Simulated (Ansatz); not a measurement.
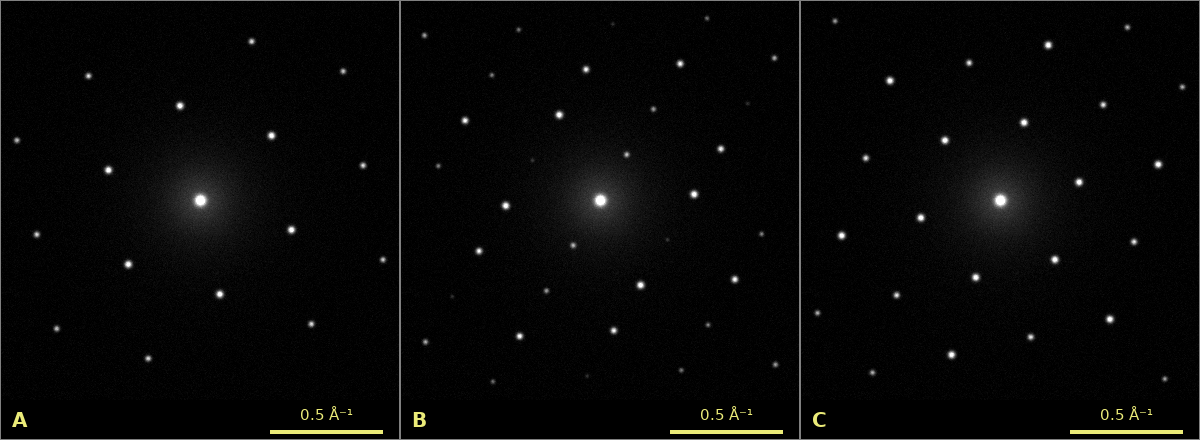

Kinematic electron diffraction patterns (200 kV, B = 0.5 Å², same scale, each along a low-index zone) of three structures of composition Sc2W, each relaxed at zero pressure with DFT PBE, scalar-relativistic, plane waves, PAW in Ansatz 0.2.0. The runs are not spin-polarised.

The structures (standard cells):
1. Fm-3m (No. 225), a = 6.529 Å, 12 atoms; generated start, possibly hypothetical
2. P6/mmm (No. 191), a = 4.868 Å, c = 2.840 Å (hexagonal axes), 3 atoms; generated start, possibly hypothetical
3. Fd-3m (No. 227), a = 7.749 Å, 24 atoms; generated start, possibly hypothetical

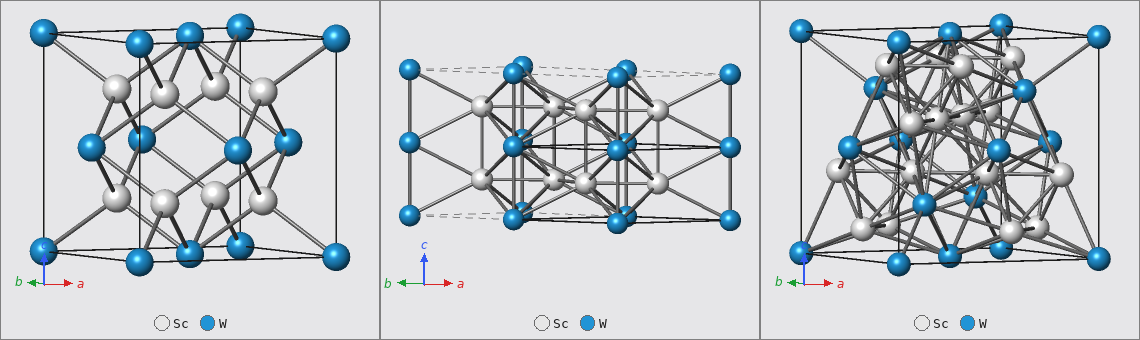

Drawings of the structures 1 to 3, from left to right (each may span several cells).

### Which pattern belongs to which structure, and along which zone?

A is structure 1 along [111] or an equivalent direction: hexagonal net of -2 2 0 at d = 2.31 Å and -2 0 2 at d = 2.31 Å, 60.0° apart. B is structure 2 along [100] or an equivalent direction: rectangular net of 0 1 0 at d = 4.22 Å and 0 0 1 (weak) at d = 2.84 Å, 90.0° apart. C is structure 3 along [111] or an equivalent direction: hexagonal net of -2 2 0 at d = 2.74 Å and -2 0 2 at d = 2.74 Å, 60.0° apart.

### Which structure lies lowest at this level of theory, and by how much?

Structure 2 (P6/mmm, 19.43 Å³ an atom) is the lowest of these; structure 3 (Fd-3m, 19.39 Å³ an atom) lies about 530 meV an atom higher; structure 1 (Fm-3m, 23.19 Å³ an atom) lies about 550 meV an atom higher. These are static energies at 0 K; other structures, not shown, may lie lower still.
